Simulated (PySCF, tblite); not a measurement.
# C₄H₉F₃Si₂: geometry, infrared bands and NMR shifts

Aim: predict the infrared bands and NMR shifts of C₄H₉F₃Si₂ (`C[Si@H]1C[Si@H](C(F)(F)F)C1`).

Computed with tblite 0.8.0 and PySCF 2.14.0, with density-fitted response routines of our own, on a single molecule in the gas phase. Atoms count from 0, in the outputs and in this text.

## 1. The molecule as given

18 atoms, charge 0, multiplicity 1; geometry from: force field or distance geometry start.

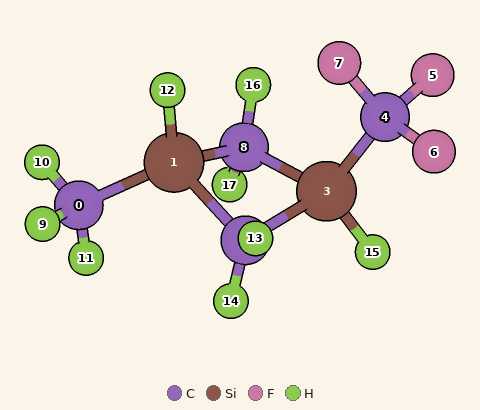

As it starts; carbon purple, silicon brown, fluorine pink, hydrogen green, atoms numbered.

## 2. Relaxing the molecule with GFN2-xTB

The job: settings as JSON, then the geometry in Å.

```
{"job": {"kind": "relax", "xc": "GFN2-xTB", "basis": "xTB"}, "charge": 0, "multiplicity": 1}
C     -2.708100    -0.349500     0.569900
Si    -0.926700    -0.057300     0.733200
C      0.103900    -1.362300    -0.179300
Si     1.169200     0.085900    -0.831000
C      2.644700     0.403900     0.183200
F      3.245400     1.563500    -0.189700
F      3.569100    -0.576800     0.041900
F      2.369400     0.512000     1.502000
C     -0.286800     1.244300    -0.464500
H     -3.042400    -1.230700     1.136500
H     -3.298300     0.502500     0.942100
H     -3.008600    -0.505900    -0.472000
H     -0.457500     0.159900     2.140600
H      0.624500    -2.080200     0.443600
H     -0.454600    -1.863400    -0.975000
H      1.400300    -0.045300    -2.278300
H     -0.013800     2.207400    -0.015600
H     -0.938400     1.398400    -1.332700
```

On the command line:

```
> OMP_NUM_THREADS=1 python probes_run.py task.json out
```

One launch serves the whole session: the jobs run in the order shown.

**Question.** This job is followed by: GFN2-xTB harmonic vibrations, gas phase; GIAO PBE0/pcSseg-1 NMR shielding, non-relativistic, gas phase. What will the session give for the following? strongest single infrared mode (GFN2-xTB); zero-point energy (GFN2-xTB); 13C shifts against TMS (PBE0/pcSseg-1, means over atoms taken as alike); 1H shifts against TMS (PBE0/pcSseg-1, means over atoms taken as alike); 29Si shifts against TMS (PBE0/pcSseg-1); 19F shifts against CFCl3 (PBE0/pcSseg-1, means over atoms taken as alike).

As calculated:

| quantity | value |
| --- | --- |
| strongest single infrared mode (GFN2-xTB) | 2286 cm⁻¹, 375 km/mol |
| zero-point energy (GFN2-xTB) | 75.1 kcal/mol |
| 13C shifts against TMS (PBE0/pcSseg-1, means over atoms taken as alike) | 140.6, 2.2, 0.4 ppm |
| 1H shifts against TMS (PBE0/pcSseg-1, means over atoms taken as alike) | 5.17, 5.11, 0.95, 0.54, 0.38 ppm |
| 29Si shifts against TMS (PBE0/pcSseg-1) | -7.7, -16.3 ppm |
| 19F shifts against CFCl3 (PBE0/pcSseg-1, means over atoms taken as alike) | -79.1 ppm |

In words: Over 77 steps the energy fell by 0.533 eV; of the close pairs, Si3–C4 changed most, 1.818 to 1.944 Å. No mode is imaginary among the 48: a minimum at this level. The strongest single mode, at 2286 cm⁻¹, moves mainly H15. GFN2-xTB is a fitted tight-binding method: band positions and strengths are rough. Its intensities can rank the bands wrongly. At PBE0/pcSseg-1: Shielding is most anisotropic at F5, F6, F7 (span 181 ppm, paramagnetic term -224 ppm).
